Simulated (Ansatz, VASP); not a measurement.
# CdTe in two plane-wave programs, part 2 of 2

Aim: how closely do two programs agree when they are given the same cell, functional and k mesh? The cell is taken from a series of VASP runs on this material, whose earlier steps may have relaxed, scaled or displaced it; both programs get it as it stands. Valence electrons are named where the data sets of a main pair hold unlike numbers.

VASP 6.6.1 and Ansatz 0.2.0.

So far. Step 4 (Side by side): The walks stopped with 0.00 GPa left in Ansatz and 0.00 GPa in VASP; each walk ends within a tolerance, so the volume difference is uncertain by about these residues over the bulk modulus, most in soft cells.

**5. VASP: band structure, HSE06**

Level of this step: HSE06; plane waves and PAW (Te, Cd) (VASP).

The same path points are solved in both programs, so levels can be compared one by one.

The run reads the wave functions of an earlier VASP run, which isn't shown here.

Input file INCAR:

```
SYSTEM = CdTe
PREC = Accurate
ENCUT = 350
EDIFF = 1E-06
NELM = 100
ISMEAR = 0
SIGMA = 0.03
LREAL = .FALSE.
ALGO = Normal
LHFCALC = .TRUE.
AEXX = 0.25
GGA = PE
HFSCREEN = 0.2
LASPH = .TRUE.
NBANDS = 15
PRECFOCK = Fast
LORBIT = 11
LWAVE = .FALSE.
LCHARG = .FALSE.
KPAR = 4
```

Input file POSCAR:

```
CdTe
1.0
    0.0000000000      3.1400000000      3.1400000000
    3.1400000000      0.0000000000      3.1400000000
    3.1400000000      3.1400000000      0.0000000000
Te Cd
1 1
Direct
    0.7500000000      0.7500000000      0.7500000000
    0.0000000000      0.0000000000      0.0000000000
```

Input file KPOINTS:

```
Automatic mesh
0
Gamma
4 4 4
0 0 0
```

Input file KPOINTS_OPT:

```
Line mode
10
Line-mode
Reciprocal
  0.00000000   0.00000000   0.00000000 GAMMA
  0.50000000   0.00000000   0.50000000 X

  0.50000000   0.00000000   0.50000000 X
  0.50000000   0.25000000   0.75000000 W

  0.50000000   0.25000000   0.75000000 W
  0.37500000   0.37500000   0.75000000 K

  0.37500000   0.37500000   0.75000000 K
  0.00000000   0.00000000   0.00000000 GAMMA

  0.00000000   0.00000000   0.00000000 GAMMA
  0.50000000   0.50000000   0.50000000 L

  0.50000000   0.50000000   0.50000000 L
  0.62500000   0.25000000   0.62500000 U

  0.62500000   0.25000000   0.62500000 U
  0.50000000   0.25000000   0.75000000 W

  0.50000000   0.25000000   0.75000000 W
  0.50000000   0.50000000   0.50000000 L

  0.50000000   0.50000000   0.50000000 L
  0.37500000   0.37500000   0.75000000 K

  0.62500000   0.25000000   0.62500000 U
  0.50000000   0.00000000   0.50000000 X
```

PAW data sets: Te and Cd (PBE family, release 64).

The run is started by

```
mpirun -np 4 vasp_std
```

Numbers of over 12 decimals in the logs are rounded to 6 here.

What it wrote:

```text
[banner, memory and clock lines left out]
running    4 mpi-ranks, on    1 nodes
[...]
LDA part: xc-table for (Slater+PW92), standard interpolation
 found WAVECAR, reading the header
 POSCAR, INCAR and KPOINTS ok, starting setup
[...]
reading WAVECAR
 the WAVECAR file was read successfully
 initial charge from wavefunction
 entering main loop
       N       E                     dE             d eps       ncg     rms          rms(c)
DAV:   1    -0.582960726058E+01   -0.58296E+01   -0.18350E+00   240   0.130E+01    0.105E+01
DAV:   2    -0.582301922713E+01    0.65880E-02   -0.10909E-01   268   0.445E+00    0.687E+00
DAV:   3    -0.581936150626E+01    0.36577E-02   -0.15705E-02   289   0.159E+00    0.423E+00
DAV:   4    -0.581882757468E+01    0.53393E-03   -0.15584E-03   282   0.364E-01    0.253E+00
DAV:   5    -0.581866562938E+01    0.16195E-03   -0.22507E-04   275   0.108E-01    0.152E+00
DAV:   6    -0.581863695675E+01    0.28673E-04   -0.59127E-05   282   0.526E-02    0.918E-01
DAV:   7    -0.581863235334E+01    0.46034E-05   -0.82127E-06   261   0.220E-02    0.552E-01
DAV:   8    -0.581863296274E+01   -0.60941E-06   -0.19957E-06   244   0.116E-02
   1 F= -.58186330E+01 E0= -.58186330E+01  d E =-.418440E-19
 Start KPOINTS_OPT (optional k-point list driver)
k-point batch [1-8\100]
       N       E                     dE             ncg
DAV:   1     0.293238189198E+03   -0.11305E+04      240
DAV:   2    -0.606389119216E+03   -0.89963E+03      261
DAV:   3    -0.649520822319E+03   -0.43132E+02      275
DAV:   4    -0.650272737879E+03   -0.75192E+00      374
DAV:   5    -0.650277637617E+03   -0.48997E-02      296
DAV:   6    -0.650277675862E+03   -0.38245E-04      346
DAV:   7    -0.650277676305E+03   -0.44256E-06      218
[...]
k-point batch [97-100\100]
       N       E                     dE             ncg
DAV:   1     0.227465718350E+04   -0.17305E+04      120
DAV:   2     0.183086388043E+04   -0.44379E+03      134
DAV:   3     0.181095021994E+04   -0.19914E+02      155
DAV:   4     0.181064033649E+04   -0.30988E+00      187
DAV:   5     0.181063853441E+04   -0.18021E-02      155
DAV:   6     0.181063852344E+04   -0.10969E-04      180
DAV:   7     0.181063852330E+04   -0.14002E-06      116
```

Parts of OUTCAR (step 5):

```text
 POSITION                                       TOTAL-FORCE (eV/Angst)
 -----------------------------------------------------------------------------------
      4.71000      4.71000      4.71000         0.000000      0.000000      0.000000
      0.00000      0.00000      0.00000        -0.000000     -0.000000     -0.000000
 -----------------------------------------------------------------------------------
    total drift:                               -0.000054     -0.000065     -0.000027

  FREE ENERGIE OF THE ION-ELECTRON SYSTEM (eV)
  ---------------------------------------------------
  free  energy   TOTEN  =        -5.8186329627 eV

  energy  without entropy=       -5.8186329627  energy(sigma->0) =       -5.81863296

[... 3 further parts left out ...]
[key lines of the parts left out:]
E-fermi :   2.9338
```

The k-mesh is coarse for exact exchange; levels may shift by about 0.1 eV on a finer one. The PAW data sets were made with PBE, which is usual practice but a small mismatch for other functionals.

**6. Ansatz: band structure, HSE06**

The same cell, functional, mesh and smearing now go to Ansatz, which takes its cutoff from its data sets.

The cell is taken from a series of VASP runs on this material, whose earlier steps may have relaxed, scaled or displaced it; both programs get it as it stands.

Input file input.yaml:

```yaml
crystal:
  lattice:
    - [0.0, 3.14, 3.14]
    - [3.14, 0.0, 3.14]
    - [3.14, 3.14, 0.0]
  atoms:
    - { symbol: Te, position: [0.75, 0.75, 0.75] }
    - { symbol: Cd, position: [0.0, 0.0, 0.0] }
hamiltonian:
  xc: { exchange: pbe, correlation: pbe, exx: { coeff: 0.25, omega: 0.2 } }
  pseudopotentials: { kind: paw }
kpoints:
  mp_grid: { grid: [4, 4, 4] }
  band_path:
    path:
      - [0.0, 0.0, 0.0]
      - [0.5, 0.0, 0.5]
      - [0.5, 0.22222, 0.72222]
      - [0.40278, 0.34722, 0.75]
      - [0.125, 0.125, 0.25]
      - [0.27778, 0.27778, 0.27778]
      - [0.55556, 0.38889, 0.55556]
      - [0.58333, 0.25, 0.66667]
      - [0.5, 0.30556, 0.69444]
      - [0.48611, 0.48611, 0.52778]
      - [0.625, 0.25, 0.625]
      - [0.5, 0.0, 0.5]
    npoints: 1
scf:
  occupations: { method: gaussian, width: 0.03 }
  n_extra_bands: 7
output:
  forces: true
  stress: true
  eigenvalues: true
```

The run is started by

```
ansatz run input.yaml --threads 4 --pin off --max-ram 9216MiB --backend cpu --events-out ev --progress --plain --runs-dir out
```

What it wrote:

```text
[...]
--- Band table (eV; the first three rows and the last of 8) ---
  k-point 0: bands = [... 14 lower, -1.2651, 8.3890, 8.3890, 8.3890, 10.3858, 13.8033, 13.8033, 13.8033, ... 3 higher]
  k-point 1: bands = [... 14 lower, -1.2666, 5.2455, 7.8405, 7.8405, 11.4315, 14.4490, 14.4490, 14.8744, ... 3 higher]
  k-point 2: bands = [... 14 lower, -0.7143, 3.0267, 7.3990, 7.3990, 11.1721, 14.4189, 14.4189, 16.3634, ... 3 higher]
  k-point 7: bands = [... 14 lower, -0.3658, 3.4293, 5.4543, 5.6011, 13.8055, 14.0129, 15.0448, 15.5051, ... 3 higher]
[key lines of the parts left out:]
Free energy (F): -15243.413875 eV
Fermi energy:    9.387674 eV
P = ⅓ Tr σ = 7.3846 GPa (73.846 kbar)
```

It took 27 s on 4 threads of Arm Neoverse V1, shared host; peak memory 0.85 GiB.

**7. Comparison**

What differs besides the data sets and the points named for the pairs above, as far as they apply: exact exchange at q = 0 is treated differently, which shows on coarse meshes; VASP keeps PBE cores, Ansatz makes them for the functional; the data sets hold 36 valence electrons in Ansatz (on its default PAW (the set named soft_2) files) and 18 in VASP; the cutoff is 420 eV in Ansatz and 350 eV in VASP; VASP takes a coarser grid for exact exchange (PRECFOCK = Fast). Total energies have different zeros and are not compared.

The two programs side by side:

```
                     quantity  Ansatz   VASP  difference
gap over the path points (eV)   1.997  1.892      +0.105
```

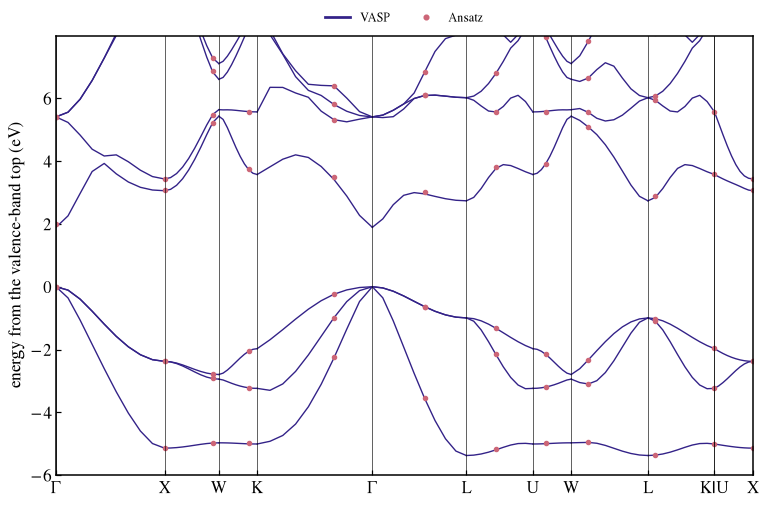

Bands from VASP (lines) and levels from Ansatz (dots). Dots without a line are higher empty bands that the VASP plot leaves out.

Levels at points of the path, from each program's valence-band top (eV; 4 filled, then empty):

```
k (reciprocal lattice)                                   Ansatz                                     VASP
     0.000 0.000 0.000      -9.65 0.00 0.00 0.00 2.00 5.41 5.41      -9.60 0.00 0.00 0.00 1.89 5.41 5.41
     0.500 0.000 0.500  -8.87 -5.13 -2.37 -2.37 3.08 3.43 10.55  -8.84 -5.14 -2.38 -2.38 3.06 3.43 10.62
     0.500 0.222 0.722   -8.76 -4.97 -2.92 -2.78 5.23 5.47 6.88   -8.72 -4.98 -2.93 -2.78 5.23 5.49 6.83
     0.403 0.347 0.750   -8.81 -4.99 -3.21 -2.05 3.74 5.57 8.27   -8.77 -5.00 -3.22 -2.06 3.73 5.58 8.27
     0.125 0.125 0.250   -9.65 -2.25 -0.98 -0.24 3.48 5.32 5.81   -9.59 -2.27 -0.99 -0.24 3.42 5.32 5.80
     0.278 0.278 0.278   -9.65 -3.53 -0.63 -0.63 3.01 6.10 6.10   -9.60 -3.55 -0.63 -0.63 2.96 6.09 6.09
     0.556 0.389 0.556   -9.01 -5.18 -2.15 -1.32 3.80 5.56 6.80   -8.97 -5.20 -2.16 -1.32 3.77 5.57 6.79
     0.583 0.250 0.667   -8.80 -4.99 -3.19 -2.15 3.92 5.58 7.96   -8.77 -5.00 -3.19 -2.15 3.91 5.59 7.95
     0.500 0.306 0.694   -8.81 -4.95 -3.09 -2.33 5.08 5.56 6.66   -8.77 -4.96 -3.10 -2.33 5.09 5.55 6.65
     0.486 0.486 0.528   -9.10 -5.35 -1.09 -1.01 2.89 5.95 6.08   -9.06 -5.36 -1.10 -1.02 2.85 5.94 6.07
```

Among the levels compared at these points, filled levels agree within 54 meV and empty ones within 105 meV.

**8. Results**

```json
{
 "difference in volume (relaxation of cell and atoms, LDA)": "-0.36 %",
 "largest difference of a filled level at the path points (band structure, HSE06)": "54 meV",
 "difference in gap over the path points (band structure, HSE06)": "0.11 eV"
}
```

The difference in gap over the path points is 0.11 eV (band structure, HSE06), beyond the 0.08 eV picked in this series as the mark of a large difference. The data sets hold unlike numbers of valence electrons (36 in Ansatz and 18 in VASP), so part of the differences comes from the potentials. How closely two codes agree says nothing of how well the functional describes the real material.

[Lines on the potential files, build, host, timing and source positions are cut from VASP's logs without a mark.]

[Logs are printed without paths, hosts, clocks, repeated set-up lines and the standing remarks that a program may print on its own settings, such as how far it seeks lower states.]

[Hosts, paths, dates, database ids (printed as entryN), source tags and the programs' standing remarks are cut or masked in the printed files.]
